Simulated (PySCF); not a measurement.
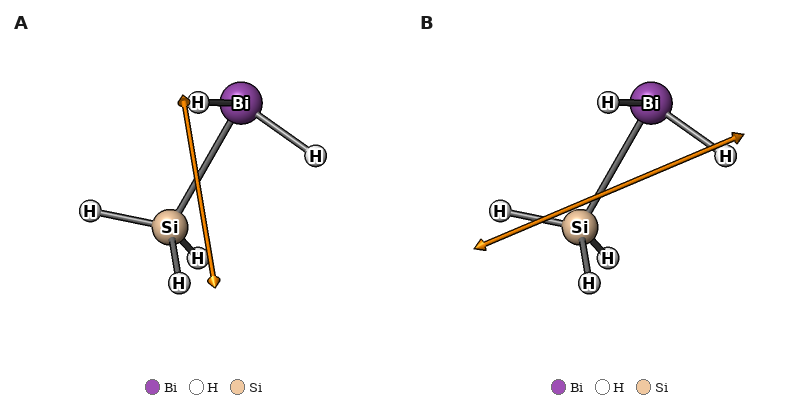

The double arrows show the directions of two transition dipoles from the ground state (lengths mean nothing). The geometry was computed by an optimisation with PBE0-D3(BJ)/def2-SVP. No frequency run is at hand to confirm it as a minimum. Properties computed with TDDFT CAM-B3LYP/def2-SVPD, vertical, gas phase, core orbitals frozen in the response, core potentials on Bi (PySCF 2.14.0).

Question: One belongs to singlet state 1 and one to singlet state 8. Which is which?

Answer: A: state 1, 5.69 eV (218 nm), oscillator strength 0.025, mainly HOMO → LUMO+1 (weight 0.94).
B: state 8, 7.20 eV (172 nm), oscillator strength 0.029, mainly HOMO → LUMO+4 (weight 0.64).
